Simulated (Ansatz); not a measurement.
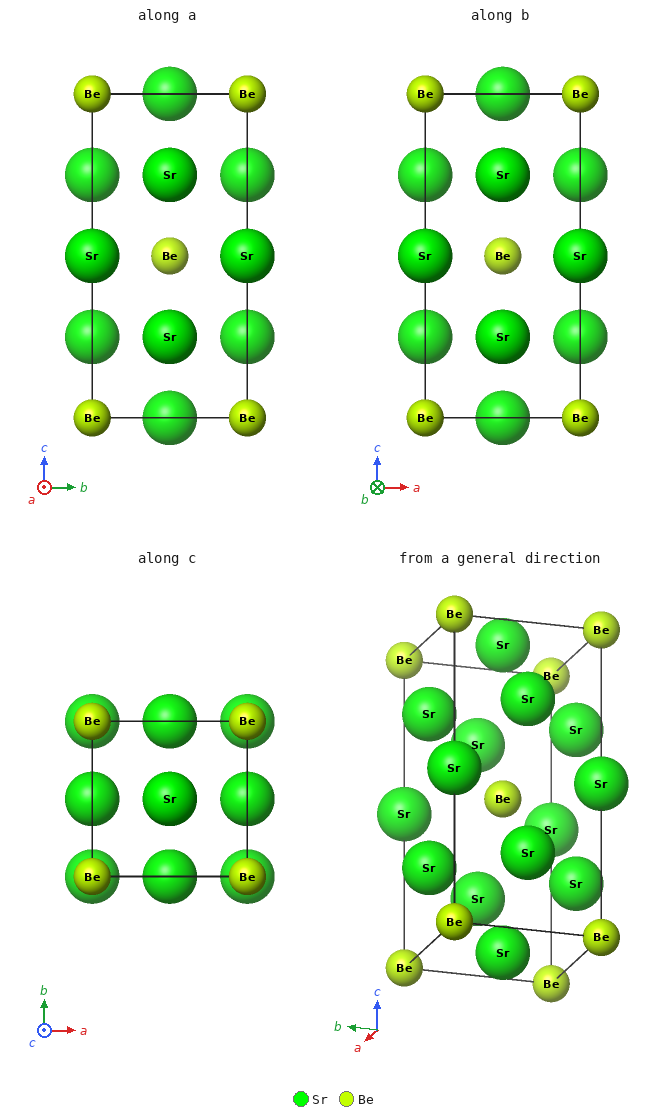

Spheres-only representation of a periodic structure, projected along the a axis, along the b axis, along the c axis and from a general direction. The wireframe shows the conventional unit cell.

Question: Determine the stoichiometry.

Answer: Sr$_{3}$Be. The cell holds 6 Sr, 2 Be, counting shared atoms by their share.

Question: What kind of lattice is this?

Answer: Body-centred tetragonal.

Question: Give the space group.

Answer: I4/mmm (No. 139), with Sr on 2b, Sr on 4d and Be on 2a.

The cell started as a textbook structure type filled with these elements (whether it is the usual form wasn't checked). The picture shows the end point of a geometry optimisation with DFT PBE, scalar-relativistic, plane waves, PAW (Ansatz).
